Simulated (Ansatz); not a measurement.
## Run report: Si2H8, geometry relaxation (part 1 of 2)

- system: Si2H8
- method: RKS B3LYP-D4/def2-SVP (Ansatz 0.2.0)

The input holds or restrains some coordinates. It belongs to a series of runs on one base structure; here: pulled along the bonds that form and break, towards end B. Figures and captions count atoms from 1; the log counts them from 0 in places.

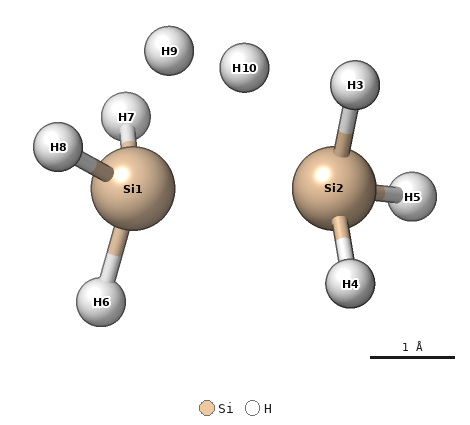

The input geometry (ball-and-stick view, seen at a tilt; atoms are numbered from 1 in the order of the input).

Input
```yaml
crystal:
  periodic: [false, false, false]
  atoms:
    - { symbol: Si, position_ang: [0.0, 0.0, 0.0] }
    - { symbol: Si, position_ang: [0.0, 0.0, 2.57] }
    - { symbol: H, position_ang: [-1.3148, -0.4067, 3.0574] }
    - { symbol: H, position_ang: [1.0096, -0.9353, 3.0574] }
    - { symbol: H, position_ang: [0.3052, 1.342, 3.0574] }
    - { symbol: H, position_ang: [1.3768, 0.0, -0.4862] }
    - { symbol: H, position_ang: [-0.6877, 1.1914, -0.4862] }
    - { symbol: H, position_ang: [-0.6877, -1.1914, -0.4862] }
    - { symbol: H, position_ang: [-1.6702, 0.0, 0.555] }
    - { symbol: H, position_ang: [-1.464, 0.0, 1.5048] }
basis:
  gaussian: { orbitals: def2-SVP }
hamiltonian:
  xc: b3lyp
  dispersion: d4
relax:
  f_tol: 0.15
  max_steps: 25
  restrain:
    - { distance: [0, 8], at: 1.46, k: 30.0 }
    - { distance: [9, 1], at: 1.46, k: 30.0 }
    - { distance: [0, 1], at: 3.42, k: 30.0 }
    - { distance: [9, 8], at: 1.86, k: 30.0 }
output:
  orbitals: {}
```

Command:
```bash
ansatz run input.yaml --threads 1 --pin off --max-ram 2048MiB --backend cpu --events-out ev --progress --plain --runs-dir out
```

The program's output
```
The last accepted step is kept in [file] (removed where the run ends without a failure and the disk answers)
Engine: ansatz 0.2.0, x86_64-unknown-linux-gnu
Functional definition: B3LYP
  parameter a0 = 0.2
  parameter ax = 0.72
  parameter ac = 0.81
  exchange = (1 - a0 - ax)*slater_x + ax*b88_x + a0*exact_x
  correlation = (1 - ac)*vwn_rpa_c + ac*lyp_c
789 factors; integrals over basis functions are off by at most 4.9e-4 eV
mean field evaluation 1: about -15877.3893 eV, gradient 1.1e1 eV
mean field evaluation 2: about -15877.8586 eV, gradient 4.2e0 eV
mean field evaluation 4: about -15877.9306 eV, gradient 3.3e-1 eV
mean field evaluation 8: about -15877.9311 eV, gradient 1.6e-2 eV
mean field -15877.93114411 eV, -583.5032070979 hartree, gradient 1.5e-5 eV, S^2 0.000000; 0 other end points of the search recorded, 0 dependent functions left out
the calculation of the forces begins
reference -15877.93140362 eV, -583.5032166345 hartree; 18, 18 occupied and 58, 58 virtual orbitals, 789 factors
relax step   1: F+E_penalty+E_count = -15878.21991117 eV  Δ(F+E_penalty+E_count) = +0.000e0 eV  max|allowed force component| = 4.204e0 eV/Å  E_restraint = 25.86049711 eV  max|allowed force component, restraints' pulls added| = 2.802e1 eV/Å  Δτ_max = 0.0000 Å  (22 SCF iters, accepted)
  distance Si 0 - H 8 = 1.7600 Å
  distance H 9 - Si 1 = 1.8105 Å
  distance Si 0 - Si 1 = 2.5700 Å
  distance H 9 - H 8 = 0.9719 Å
these checks for a lower state are left out or cut short: starts, cluster_reference, orbital_swaps, neighbouring_geometries, increment
789 factors; integrals over basis functions are off by at most 5.2e-4 eV
mean field evaluation 16: about -15875.6451 eV, gradient 8.2e-1 eV
mean field -15875.65028696 eV, -583.4193871434 hartree, gradient 5.7e-5 eV, S^2 0.000000; 0 other end points of the search recorded, 0 dependent functions left out
[... from here on the field's lines of each further geometry are left out, up to the last ...]
relax step   2: F+E_penalty+E_count = -15875.92497638 eV  Δ(F+E_penalty+E_count) = +2.295e0 eV  max|allowed force component| = 4.387e0 eV/Å  E_restraint = 10.77321874 eV  max|allowed force component, restraints' pulls added| = 1.568e1 eV/Å  Δτ_max = 0.1950 Å  (26 SCF iters, accepted)
relax step   3: F+E_penalty+E_count = -15875.05149080 eV  Δ(F+E_penalty+E_count) = +8.735e-1 eV  max|allowed force component| = 2.026e0 eV/Å  E_restraint = 2.17733282 eV  max|allowed force component, restraints' pulls added| = 6.328e0 eV/Å  Δτ_max = 0.1990 Å  (31 SCF iters, accepted)
relax step   4: F+E_penalty+E_count = -15876.28623112 eV  Δ(F+E_penalty+E_count) = -1.235e0 eV  max|allowed force component| = 2.464e0 eV/Å  E_restraint = 0.02352811 eV  max|allowed force component, restraints' pulls added| = 2.464e0 eV/Å  Δτ_max = 0.1946 Å  (24 SCF iters, accepted)
relax step   5: F+E_penalty+E_count = -15877.84551630 eV  Δ(F+E_penalty+E_count) = -1.559e0 eV  max|allowed force component| = 1.868e0 eV/Å  E_restraint = 0.00703923 eV  max|allowed force component, restraints' pulls added| = 1.868e0 eV/Å  Δτ_max = 0.1948 Å  (24 SCF iters, accepted)
relax step   6: F+E_penalty+E_count = -15879.09547351 eV  Δ(F+E_penalty+E_count) = -1.250e0 eV  max|allowed force component| = 1.125e0 eV/Å  E_restraint = 0.00957540 eV  max|allowed force component, restraints' pulls added| = 1.080e0 eV/Å  Δτ_max = 0.1985 Å  (23 SCF iters, accepted)
relax step   7: F+E_penalty+E_count = -15879.93028306 eV  Δ(F+E_penalty+E_count) = -8.348e-1 eV  max|allowed force component| = 1.507e0 eV/Å  E_restraint = 0.02002839 eV  max|allowed force component, restraints' pulls added| = 7.489e-1 eV/Å  Δτ_max = 0.1950 Å  (20 SCF iters, accepted)
relax step   8: F+E_penalty+E_count = -15880.39422290 eV  Δ(F+E_penalty+E_count) = -4.639e-1 eV  max|allowed force component| = 1.731e0 eV/Å  E_restraint = 0.03516226 eV  max|allowed force component, restraints' pulls added| = 5.624e-1 eV/Å  Δτ_max = 0.1941 Å  (20 SCF iters, accepted)
relax step   9: F+E_penalty+E_count = -15880.60780939 eV  Δ(F+E_penalty+E_count) = -2.136e-1 eV  max|allowed force component| = 1.958e0 eV/Å  E_restraint = 0.03779958 eV  max|allowed force component, restraints' pulls added| = 4.039e-1 eV/Å  Δτ_max = 0.1999 Å  (19 SCF iters, accepted)
relax step  10: F+E_penalty+E_count = -15880.79283857 eV  Δ(F+E_penalty+E_count) = -1.850e-1 eV  max|allowed force component| = 1.650e0 eV/Å  E_restraint = 0.03833948 eV  max|allowed force component, restraints' pulls added| = 6.811e-1 eV/Å  Δτ_max = 0.1904 Å  (19 SCF iters, accepted)
relax step  11: F+E_penalty+E_count = -15880.94355491 eV  Δ(F+E_penalty+E_count) = -1.507e-1 eV  max|allowed force component| = 1.397e0 eV/Å  E_restraint = 0.02650931 eV  max|allowed force component, restraints' pulls added| = 4.889e-1 eV/Å  Δτ_max = 0.2000 Å  (21 SCF iters, accepted)
relax step  12: F+E_penalty+E_count = -15881.05186994 eV  Δ(F+E_penalty+E_count) = -1.083e-1 eV  max|allowed force component| = 8.704e-1 eV/Å  E_restraint = 0.01334415 eV  max|allowed force component, restraints' pulls added| = 1.582e-1 eV/Å  Δτ_max = 0.2000 Å  (19 SCF iters, accepted)
relax step  13: F+E_penalty+E_count = -15881.07811376 eV  Δ(F+E_penalty+E_count) = -2.624e-2 eV  max|allowed force component| = 6.414e-1 eV/Å  E_restraint = 0.00907918 eV  max|allowed force component, restraints' pulls added| = 4.559e-2 eV/Å  Δτ_max = 0.1999 Å  (19 SCF iters, accepted)
relax step  14: F+E_penalty+E_count = -15881.08361562 eV  Δ(F+E_penalty+E_count) = -5.502e-3 eV  max|allowed force component| = 5.473e-1 eV/Å  E_restraint = 0.01122694 eV  max|allowed force component, restraints' pulls added| = 3.276e-1 eV/Å  Δτ_max = 0.1951 Å  (18 SCF iters, accepted)
the calculation of the forces begins
reference -15880.84444397 eV, -583.6102688929 hartree; 18, 18 occupied and 58, 58 virtual orbitals, 790 factors
relax step  15: F+E_penalty+E_count = -15881.09640517 eV  Δ(F+E_penalty+E_count) = -1.279e-2 eV  max|allowed force component| = 6.231e-1 eV/Å  E_restraint = 0.01006097 eV  max|allowed force component, restraints' pulls added| = 5.217e-2 eV/Å  Δτ_max = 0.1093 Å  (19 SCF iters, accepted)
  distance Si 0 - H 8 = 1.4696 Å
  distance H 9 - Si 1 = 1.4713 Å
  distance Si 0 - Si 1 = 3.4329 Å
  distance H 9 - H 8 = 1.8768 Å
790 factors; integrals over basis functions are off by at most 7.1e-4 eV
mean field evaluation 96: about -15880.8442 eV, gradient 1.3e-5 eV
```

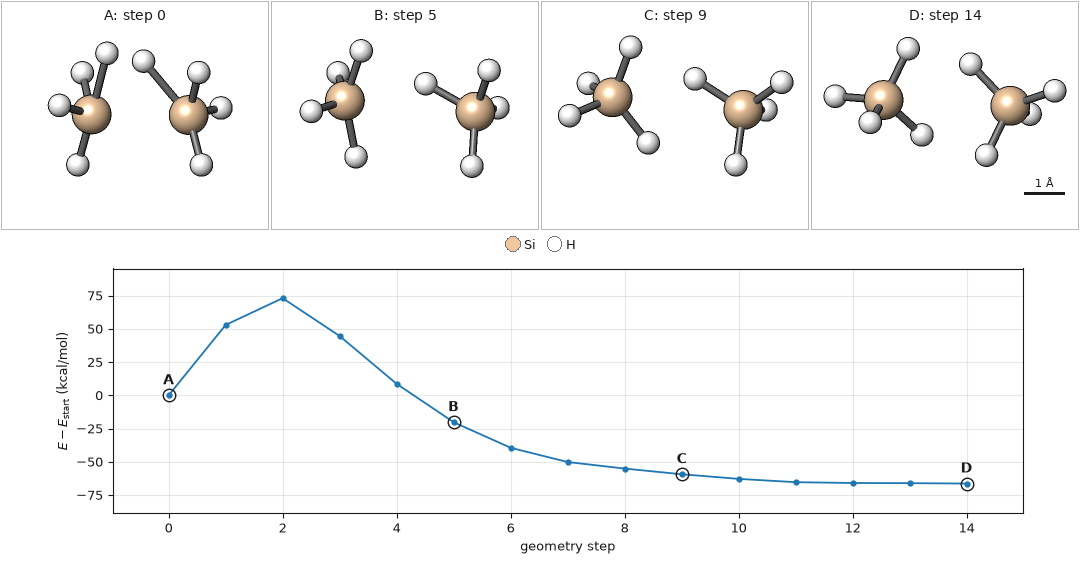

Frames of the restrained relaxation (ball-and-stick view, seen at a tilt) above the curves, on which the letters mark them (the first geometry is step 0 here and step 1 in the log).

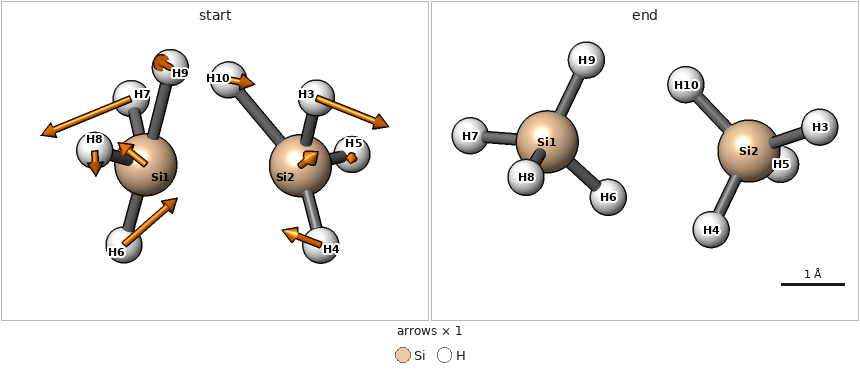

Before (left) and after (right) the restrained relaxation, at one scale (ball-and-stick view, seen at a tilt). The orange arrows give the displacements, at true length. The energy falls by 66.3 kcal/mol in 14 geometry steps. The largest force component goes from 4.2 to 0.62 eV/Å. H7 moves most after the best rigid fit: 1.58 Å. Largest moves by element: H 1.58 Å, Si 0.61 Å. Distances before and after: Si2–H10 1.811 → 1.471 Å, Si1–H9 1.760 → 1.470 Å, Si1–H6 1.460 → 1.490 Å. Among the angles that change: H6–Si1–H9 178.9° → 108.4°, H3–Si2–H10 57.9° → 110.3°, H7–Si1–H9 70.0° → 111.9°. (Atoms are counted from 1 in the order of the input.)

```
mean field -15880.84417829 eV, -583.6102591295 hartree, gradient 1.3e-5 eV, S^2 0.000000; 1 other end points of the search recorded, 0 dependent functions left out
the calculation of the forces begins
reference -15880.84444397 eV, -583.6102688929 hartree; 18, 18 occupied and 58, 58 virtual orbitals, 790 factors
Total energy: -15881.09667085 eV, -583.6195380597 hartree
Atom 0 at    -0.342967     0.184642    -0.478091 Å, force     0.220526    -0.041938    -0.467234 eV/Å
Atom 1 at    -0.298434    -0.181156     2.935010 Å, force     0.240484    -0.043007     0.623082 eV/Å
Atom 2 at    -0.830945    -0.653807     4.247489 Å, force     0.000595     0.003936    -0.019617 eV/Å
Atom 3 at     0.747923    -1.130687     2.466079 Å, force     0.010973    -0.011298    -0.009057 eV/Å
Atom 4 at     0.298960     1.174216     3.105709 Å, force     0.002086    -0.014247     0.005463 eV/Å
Atom 5 at     0.752640     0.806202     0.317657 Å, force     0.006906     0.008064    -0.012133 eV/Å
Atom 6 at    -0.295439     0.708944    -1.874217 Å, force    -0.001576     0.001089     0.000834 eV/Å
Atom 7 at    -0.160482    -1.294618    -0.496481 Å, force     0.011698     0.009023     0.005921 eV/Å
Atom 8 at    -1.622376     0.489115     0.177770 Å, force    -0.310369     0.209696    -0.321769 eV/Å
Atom 9 at    -1.381682    -0.102853     1.942474 Å, force    -0.181322    -0.121319     0.194509 eV/Å
Dipole moment:    -0.028632     0.009817    -0.021921 e Å
```

Trajectory as extended XYZ (Å, eV, eV/Å), 15 frames, from step=1 to step=15
```
10
Properties=species:S:1:pos:R:3:forces:R:3 step=1 energy=-15878.21991
Si    0.0000    0.0000    0.0000    1.7085   0.0491   1.9734
Si    0.0000    0.0000    2.5700    2.3335  -0.0478  -1.3288
H    -1.3148   -0.4067    3.0574   -0.5905  -0.2309   0.3407
H     1.0096   -0.9353    3.0574    0.4325  -0.4094   0.5135
H     0.3052    1.3420    3.0574    0.0062   0.5800   0.2984
H     1.3768    0.0000   -0.4862    0.8858  -0.0114  -0.6504
H    -0.6877    1.1914   -0.4862   -0.0356   0.6563  -0.0989
H    -0.6877   -1.1914   -0.4862   -0.0890  -0.6751  -0.0481
H    -1.6702    0.0000    0.5550   -2.1126   0.1270   3.2044
H    -1.4640    0.0000    1.5048   -2.5387  -0.0378  -4.2042
10
Properties=species:S:1:pos:R:3:forces:R:3 step=2 energy=-15875.92498
Si   -0.0450    0.0005   -0.1484    1.2245   0.0542   3.3232
Si   -0.0301   -0.0008    2.7064    2.9349   0.2649  -2.2841
H    -1.3385   -0.4145    3.0717   -1.5271  -0.4841   1.0011
H     1.0176   -0.9437    3.0694    0.3051  -0.5352   0.5948
H     0.3059    1.3573    3.0677   -0.0609   0.7433   0.5589
H     1.3862   -0.0002   -0.4987    0.8130  -0.0125  -0.7022
H    -0.6974    1.2138   -0.4971   -0.0227   1.4778  -0.4487
H    -0.6980   -1.2138   -0.4963   -0.0769  -1.4777  -0.3705
H    -1.6508    0.0018    0.3867   -2.4032   0.0888   2.7149
H    -1.3828   -0.0005    1.6820   -1.1868  -0.1194  -4.3874
10
Properties=species:S:1:pos:R:3:forces:R:3 step=3 energy=-15875.05149
Si   -0.1272    0.0023   -0.2859   -1.6876   0.0102   0.8695
Si   -0.0397    0.0055    2.8508    0.6623   0.3473  -0.6322
H    -1.3788   -0.4257    3.1127   -1.4113  -0.4857   1.9935
H     1.0242   -0.9630    3.0919    0.0669  -0.4967  -0.1023
H     0.3026    1.3837    3.0933    0.0182   0.7177   0.5094
H     1.3830   -0.0006   -0.5150    0.1178   0.0049   0.9983
H    -0.6953    1.2737   -0.5176    0.5314   2.0257  -1.6115
H    -0.6974   -1.2723   -0.5129    0.5478  -1.9870  -1.5491
H    -1.6532    0.0051    0.1951   -0.6553  -0.0107   1.4455
H    -1.2510   -0.0087    1.8310    1.8098  -0.1258  -1.9210
```
